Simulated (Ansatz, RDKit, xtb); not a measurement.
# Isomers of GeSi2H7Br, a sample narrowed down, part 2 of 2

Which of a sample of isomers of GeSi2H7Br is the most stable in the gas at 298.15 K, and what are its properties? The sample is small against all isomers, and the most stable one of this formula need not be in it.

xtb, Ansatz and PySCF; isolated molecules. Earlier steps stand in the parts before.

## Step 6: The relaxed candidates

```csv
label,spin,r2SCAN-D4/def2-SVP (kcal/mol),"B3LYP/def2-SVP, relaxed (kcal/mol)",time
c350b,singlet,0.0,0.0,19 s
c980a,singlet,1.4,0.4,23 s
c220a,singlet,3.5,3.4,16 s
c410a,singlet,4.6,3.7,36 s
```

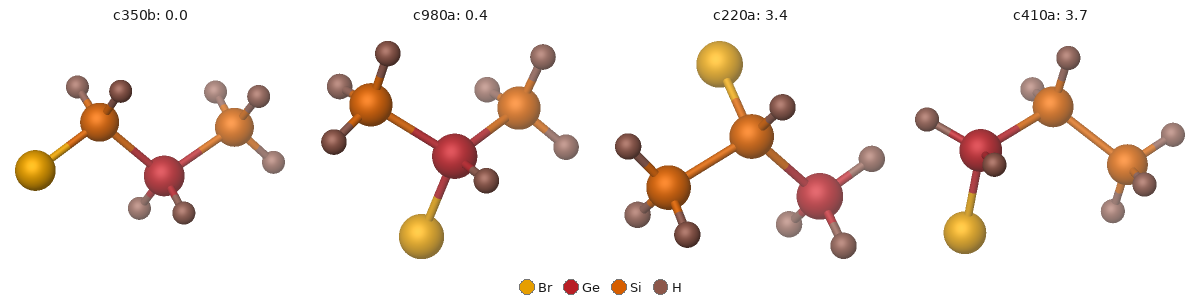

The relaxed structures, with energies at B3LYP/def2-SVP in kcal/mol.

## Step 7: Vibrations and thermal terms

The lowest few in one piece go on as finalists. In this search the thermal terms come from GFN2-xTB at its own nearest minimum. The first, c350b:

start.xyz reads:

```xyz
11
c350b
Br     2.191459    -3.900545     2.261549
Ge     0.177423    -1.961769    -0.339471
Si    -0.441564     0.211817    -1.163290
Si     1.650402    -1.828322     1.550852
H     -1.137579     0.981577    -0.090973
H      0.778815     0.962524    -1.580368
H     -1.354204     0.075948    -2.335854
H     -1.086725    -2.745448     0.079531
H      0.883701    -2.765402    -1.454418
H      1.004524    -1.113651     2.687768
H      2.916165    -1.125035     1.199089
```

Started as:

```sh
$ xtb start.xyz --gfn 2 --ohess tight
```

The program printed (excerpt; [...] marks lines left out):

```text
* xtb version 6.7.1
[...]
          :  # basis functions                  47          :
[...]
          :  # electrons                        26          :
[...]
          :  Hamiltonian                  GFN2-xTB          :
[...]
          :  net charge                          0          :
          :  unpaired electrons                  0          :
[...]
   *** convergence criteria satisfied after 16 iterations ***
[...]
   *** GEOMETRY OPTIMIZATION CONVERGED AFTER 13 ITERATIONS ***
[...]
   *** convergence criteria satisfied after 3 iterations ***
[...]
         ::                     SUMMARY                     ::
         :::::::::::::::::::::::::::::::::::::::::::::::::::::
         :: total energy             -13.091234889596 Eh    ::
         :: gradient norm              0.000976136078 Eh/a0 ::
         :: HOMO-LUMO gap              4.376255400191 eV    ::
         ::.................................................::
         :: SCC energy               -13.167404895814 Eh    ::
         :: -> isotropic ES            0.026539982917 Eh    ::
         :: -> anisotropic ES         -0.000918363824 Eh    ::
         :: -> anisotropic XC         -0.010298410548 Eh    ::
         :: -> dispersion             -0.008862001069 Eh    ::
         :: repulsion energy           0.076170006218 Eh    ::
         :: add. restraining           0.000000000000 Eh    ::
         :: total charge              -0.000000000000 e     ::
         :::::::::::::::::::::::::::::::::::::::::::::::::::::
[...]
        13        2.0000           -0.3897361             -10.6053 (HOMO)
        14                         -0.2289116              -6.2290 (LUMO)
[...]
molecular dipole:
                 x           y           z       tot (Debye)
 q only:       -0.306       0.937      -0.403
   full:       -0.710       2.229      -0.931       6.399
molecular quadrupole (traceless):
[...]
          | TOTAL ENERGY              -13.091234889602 Eh   |
          | TOTAL ENTHALPY            -13.024738912296 Eh   |
          | TOTAL FREE ENERGY         -13.071879736919 Eh   |
          | GRADIENT NORM               0.000976112635 Eh/α |
[...]
```

It took 0.28 s on 2 threads of Intel Xeon 6975P-C (Granite Rapids), shared host.

## Step 8: Zero-point energy and free-energy terms

As xtb prints them, at 298.15 K, with its own treatment of low modes:

```csv
label,SMILES,spin,lowest mode (cm⁻¹),zero-point (kcal/mol),G − E (kcal/mol)
c350b,[SiH3][GeH2][SiH2]Br,singlet,8i,35.2,12.1
c980a,[SiH3][GeH]([SiH3])[Br],singlet,34,34.4,11.1
c220a,[SiH3][Si@@H]([GeH3])Br,singlet,30,34.7,11.4
c410a,[SiH3][SiH2][GeH2][Br],singlet,13,34.2,11.1
```

c350b keeps an imaginary mode, a small one that points to a nearly free motion; the harmonic terms are rough for it.

## Step 9: The final energy

Each finalist gets a single point at CCSD(T)/def2-SVP + MP2/def2-TZVPP - MP2/def2-SVP.

c350b, CCSD(T)/def2-SVP:

input.yaml reads:

```yaml
crystal:
  periodic: [false, false, false]
  atoms:
    - {symbol: Br, position_ang: [2.191459, -3.900545, 2.261549]}
    - {symbol: Ge, position_ang: [0.177423, -1.961769, -0.339471]}
    - {symbol: Si, position_ang: [-0.441564, 0.211817, -1.163290]}
    - {symbol: Si, position_ang: [1.650402, -1.828322, 1.550852]}
    - {symbol: H, position_ang: [-1.137579, 0.981577, -0.090973]}
    - {symbol: H, position_ang: [0.778815, 0.962524, -1.580368]}
    - {symbol: H, position_ang: [-1.354204, 0.075948, -2.335854]}
    - {symbol: H, position_ang: [-1.086725, -2.745448, 0.079531]}
    - {symbol: H, position_ang: [0.883701, -2.765402, -1.454418]}
    - {symbol: H, position_ang: [1.004524, -1.113651, 2.687768]}
    - {symbol: H, position_ang: [2.916165, -1.125035, 1.199089]}
basis:
  gaussian: {orbitals: def2-SVP}
correlation: {method: ccsd_t, frozen_orbitals: {Ge: 9, H: 0, Si: 5, Br: 9}}
```

Started as:

```sh
$ ansatz run input.yaml --threads 2 --pin off --max-ram 5220MiB --events-out events.jsonl --progress --plain --runs-dir runs
```

The program printed (excerpt; [...] marks lines left out):

```text
Warning: RAYON_NUM_THREADS=2 ignored (pool sized by the plan → 2); use --threads N
Functional definition: HF
  name "HF"
[...]
1315 factors; integrals over basis functions are off by at most 1.2e-3 eV
[...]
mean field -142288.57325544 eV, -5229.0086204785 hartree, gradient 1.2e-6 eV, S^2 0.000000; 0 other end points of the search recorded, 0 dependent functions left out
28 core orbitals not correlated: weight in the atoms' cores, before any rotation towards them, 1.000 or more for the frozen orbitals, at most 0.000 for the correlated occupied ones
reference -142288.57325544 eV, -5229.0086204785 hartree; 23, 23 occupied and 84, 84 virtual orbitals, 1315 factors
second order -18.11511902 eV of doubles, -0.00000000 eV of singles
cycle   1  -18.78048805 eV  change   -6.7e-1 eV  update   1.0e-1
[...]
cycle   8  -19.47277806 eV  change   -2.1e-5 eV  update   2.6e-5
perturbative correction -0.51107919 eV, -0.0187818137 hartree
Total energy: -142308.55711269 eV, -5229.7430136867 hartree
```

It took 14 s on 2 threads of Intel Xeon 6975P-C (Granite Rapids), shared host; peak memory 0.8 GiB.

## Step 10: c350b at MP2/def2-TZVPP

Changes to input.yaml since step 9:

```diff
@@ -15,3 +15,3 @@
 basis:
-  gaussian: {orbitals: def2-SVP}
-correlation: {method: ccsd_t, frozen_orbitals: {Ge: 9, H: 0, Si: 5, Br: 9}}
+  gaussian: {orbitals: def2-TZVPP}
+correlation: {method: mp2, frozen_orbitals: {Ge: 9, H: 0, Si: 5, Br: 9}}
```

Started as:

```sh
$ ansatz run input.yaml --threads 2 --pin off --max-ram 5220MiB --events-out events.jsonl --progress --plain --runs-dir runs
```

The program printed:

```text
Warning: RAYON_NUM_THREADS=2 ignored (pool sized by the plan → 2); use --threads N
Functional definition: HF
  name "HF"
  exchange = exact_x
  correlation = 0
1660 factors; integrals over basis functions are off by at most 7.6e-4 eV
mean field evaluation 1: about -142307.9461 eV, gradient 1.8e1 eV
mean field evaluation 2: about -142308.1577 eV, gradient 1.8e1 eV
mean field evaluation 4: about -142309.9822 eV, gradient 3.6e0 eV
mean field evaluation 8: about -142310.0209 eV, gradient 2.2e-1 eV
mean field -142310.02112577 eV, -5229.7968151754 hartree, gradient 4.6e-6 eV, S^2 0.000000; 0 other end points of the search recorded, 0 dependent functions left out
28 core orbitals not correlated: weight in the atoms' cores, before any rotation towards them, 1.000 or more for the frozen orbitals, at most 0.000 for the correlated occupied ones
reference -142310.02112577 eV, -5229.7968151754 hartree; 23, 23 occupied and 227, 227 virtual orbitals, 1660 factors
second order -21.45645721 eV of doubles, -0.00000000 eV of singles
Total energy: -142331.47758298 eV, -5230.5853254341 hartree
```

Wall time 7.5 s (2 threads of Intel Xeon 6975P-C (Granite Rapids), shared host); peak memory 0.83 GiB.

## Step 11: c980a at CCSD(T)/def2-SVP

input.yaml reads:

```yaml
crystal:
  periodic: [false, false, false]
  atoms:
    - {symbol: Br, position_ang: [0.108845, -0.649279, -1.368528]}
    - {symbol: Ge, position_ang: [-0.191384, 0.099876, 0.858325]}
    - {symbol: Si, position_ang: [-1.611733, -1.533511, 1.907561]}
    - {symbol: Si, position_ang: [2.023107, 0.345422, 1.764977]}
    - {symbol: H, position_ang: [-0.920225, -2.853330, 1.896565]}
    - {symbol: H, position_ang: [-2.900316, -1.627774, 1.165684]}
    - {symbol: H, position_ang: [-1.876875, -1.126579, 3.319921]}
    - {symbol: H, position_ang: [-0.903876, 1.468810, 0.734318]}
    - {symbol: H, position_ang: [2.796539, 1.317794, 0.942775]}
    - {symbol: H, position_ang: [1.931528, 0.841344, 3.170797]}
    - {symbol: H, position_ang: [2.699626, -0.982142, 1.753859]}
basis:
  gaussian:
    orbitals: def2-SVP
correlation:
  method: ccsd_t
  frozen_orbitals: {Ge: 9, H: 0, Si: 5, Br: 9}
```

Started as:

```sh
$ ansatz run input.yaml --threads 2 --pin off --max-ram 5220MiB --events-out events.jsonl --progress --plain --runs-dir runs
```

The program printed (excerpt; [...] marks lines left out):

```text
Warning: RAYON_NUM_THREADS=2 ignored (pool sized by the plan → 2); use --threads N
Functional definition: HF
  name "HF"
[...]
1312 factors; integrals over basis functions are off by at most 1.3e-3 eV
[...]
mean field -142288.56804545 eV, -5229.0084290150 hartree, gradient 2.2e-6 eV, S^2 0.000000; 0 other end points of the search recorded, 0 dependent functions left out
28 core orbitals not correlated: weight in the atoms' cores, before any rotation towards them, 1.000 or more for the frozen orbitals, at most 0.000 for the correlated occupied ones
reference -142288.56804545 eV, -5229.0084290150 hartree; 23, 23 occupied and 84, 84 virtual orbitals, 1312 factors
second order -18.07210186 eV of doubles, -0.00000000 eV of singles
cycle   1  -18.74205744 eV  change   -6.7e-1 eV  update   1.0e-1
[...]
cycle   8  -19.43973812 eV  change   -3.3e-5 eV  update   2.6e-5
perturbative correction -0.51191029 eV, -0.0188123563 hartree
Total energy: -142308.51969387 eV, -5229.7416385706 hartree
```

Wall time 14 s (2 threads of Intel Xeon 6975P-C (Granite Rapids), shared host); peak memory 0.8 GiB.

## Step 12: Free energies and the winner

Energies in kcal/mol from c350b; G adds the thermal terms to the CCSD(T)/def2-SVP + MP2/def2-TZVPP - MP2/def2-SVP energy. The columns left of the relaxed level are at the tight-binding geometries.

```csv
label,SMILES,spin,GFN2-xTB,HF/STO-3G,r2SCAN-D4/def2-SVP,B3LYP/def2-SVP,HF/def2-SVP,MP2/def2-SVP,CCSD(T)/def2-SVP + MP2/def2-TZVPP - MP2/def2-SVP,G,share at equilibrium,T1
c350b,[SiH3][GeH2][SiH2]Br,singlet,0.0,0.0,0.0,0.0,0.0,0.0,0.0,0.0,58.6 %,0.009
c980a,[SiH3][GeH]([SiH3])[Br],singlet,-7.8,5.5,1.4,0.4,0.1,1.1,1.3,0.2,40.9 %,0.010
c220a,[SiH3][Si@@H]([GeH3])Br,singlet,13.5,4.1,3.5,3.4,3.5,3.2,3.6,2.8,0.5 %,0.010
c410a,[SiH3][SiH2][GeH2][Br],singlet,4.9,8.2,4.6,3.7,3.2,4.3,5.0,4.0,0.1 %,0.010
```

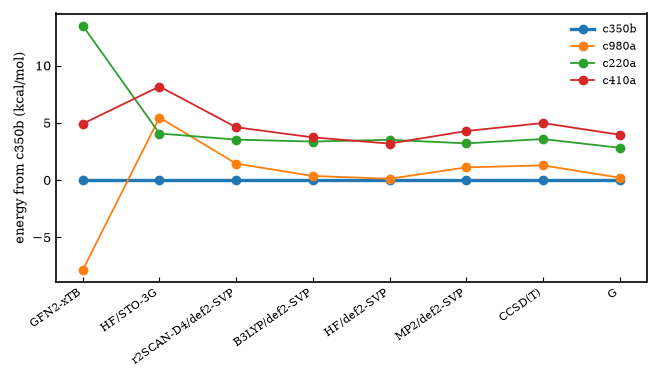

The finalists at each level, measured from c350b.

Lowest found: c350b, `[SiH3][GeH2][SiH2]Br`, a singlet. Bond lengths: Ge2–Si3 2.405 Å, Br1–Si4 2.257 Å, Ge2–Si4 2.400 Å, Si3–H5 1.492 Å, Si3–H6 1.492 Å, Si3–H7 1.492 Å, Ge2–H8 1.545 Å, Ge2–H9 1.545 Å, Si4–H10 1.490 Å, Si4–H11 1.490 Å. Some angles: Si3–Ge2–Si4 112.2°, Br1–Si4–Ge2 110.1°, Ge2–Si3–H5 109.9°, Ge2–Si3–H6 109.9°, Ge2–Si3–H7 110.1°, Si3–Ge2–H8 109.9°, Si3–Ge2–H9 109.9°, Si4–Ge2–H8 108.5°, Si4–Ge2–H9 108.5°, Br1–Si4–H10 107.7°.

```xyz
11

Br    2.1915   -3.9005    2.2615
Ge    0.1774   -1.9618   -0.3395
Si   -0.4416    0.2118   -1.1633
Si    1.6504   -1.8283    1.5509
H    -1.1376    0.9816   -0.0910
H     0.7788    0.9625   -1.5804
H    -1.3542    0.0759   -2.3359
H    -1.0867   -2.7454    0.0795
H     0.8837   -2.7654   -1.4544
H     1.0045   -1.1137    2.6878
H     2.9162   -1.1250    1.1991
```

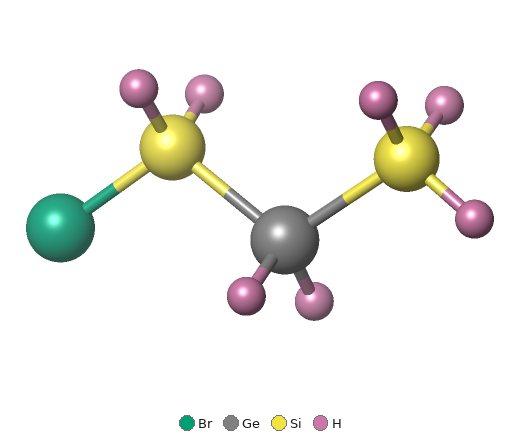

The lowest structure found, seen from a chosen angle (bromine teal, germanium grey, silicon yellow, hydrogen pink).

## Step 13: Summary of results

This closing draws on all 2 parts.

```
                                 quantity                                                                  value
                   lowest structure found                                          [SiH3][GeH2][SiH2]Br, singlet
                            next finalist             [SiH3][GeH]([SiH3])[Br], singlet, 0.2 kcal/mol higher in G
share at equilibrium, among the finalists                                                                 58.6 %
                                   funnel  6 starts, 6 minima at GFN2-xTB, 8 screening runs, 4 relaxed, 4 ranked
                     CPU time of all runs                                                                6.3 min
```

In words: `[SiH3][GeH2][SiH2]Br` comes out lowest. Its margin of 0.2 kcal/mol is inside the likely error of CCSD(T)/def2-SVP + MP2/def2-TZVPP - MP2/def2-SVP with harmonic terms (about 1.5 kcal/mol), so the order of the first two is not settled. HF/STO-3G, r2SCAN-D4/def2-SVP, B3LYP/def2-SVP, HF/def2-SVP and MP2/def2-SVP already put its bonding pattern lowest among the structures in one piece; GFN2-xTB favours the singlet [SiH3][GeH]([SiH3])[Br]. The largest share of the time went into the relaxations (46 %). The search is not exhaustive (a finite list of starts, one conformer a finalist), so a lower isomer can't be ruled out. Only 4 drawn patterns were tried, so whole families of isomers are missing, and the result ranks this sample alone.
